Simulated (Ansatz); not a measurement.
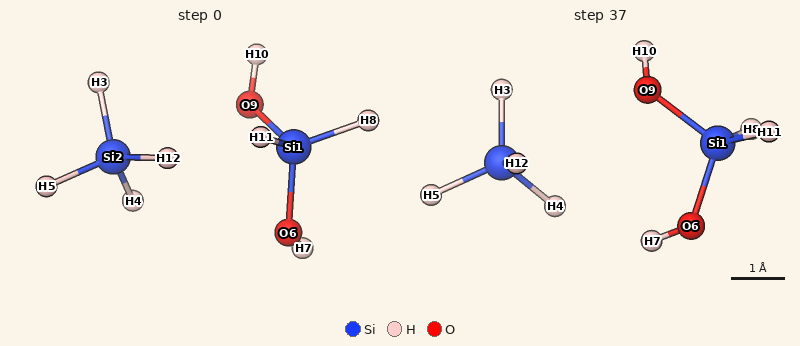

The structure of Si₂H₈O₂ before (left) and after (right) a relaxation, at one scale.

Style: ball-and-stick. Shown at a tilt.

The run prepares an end point of a later path (reaction) calculation, from a guessed geometry.

Theory: Ansatz 0.2.0, RKS B3LYP-D4/def2-SVP.

The input:
```yaml
crystal:
  periodic: [false, false, false]
  atoms:
    - { symbol: Si, position_ang: [0.13854, 0.235073, -0.527836] }
    - { symbol: Si, position_ang: [0.272633, 0.135215, 2.900613] }
    - { symbol: H, position_ang: [-1.158554, -0.195825, 3.171991] }
    - { symbol: H, position_ang: [1.048042, -1.09382, 2.583873] }
    - { symbol: H, position_ang: [0.845057, 0.733688, 4.148591] }
    - { symbol: O, position_ang: [1.740915, -0.160042, -0.390379] }
    - { symbol: H, position_ang: [1.994374, -1.061138, -0.622369] }
    - { symbol: H, position_ang: [-0.34395, 0.200167, -1.944239] }
    - { symbol: O, position_ang: [-0.7332, -0.899632, 0.337972] }
    - { symbol: H, position_ang: [-1.685418, -0.967968, 0.199542] }
    - { symbol: H, position_ang: [0.010108, 1.5793, 0.045622] }
    - { symbol: H, position_ang: [0.363451, 1.139083, 1.830419] }
basis:
  gaussian: { orbitals: def2-SVP }
hamiltonian:
  xc: b3lyp
  dispersion: d4
relax:
  f_tol: 0.03
  max_steps: 50
```

Run as
```bash
ansatz run input.yaml --threads 2 --pin off --max-ram 3072MiB --backend cpu --events-out ev --progress --plain --runs-dir out
```

What changed between the two?

Answer. Over 34 accepted moves (37 points after the start) the energy falls by 24.4 kJ/mol. Largest force component: 0.64 eV/Å at the start, 0.02 eV/Å at the end. The line search rejected the trial steps at points 5, 6, 15 of the run. The forces were under the threshold at step 29, but the run went on from there. The atom that moves furthest after the best rigid fit is H11 (2.08 Å). Largest moves by element: H 2.08 Å, O 1.27 Å, Si 0.47 Å. Some distances before and after: Si1–Si2 3.433 → 4.120 Å, Si1–H11 1.467 → 1.482 Å, Si2–H3 1.494 → 1.488 Å, Si2–H5 1.498 → 1.493 Å. Groups turn about Si1–O9 by about 30°.
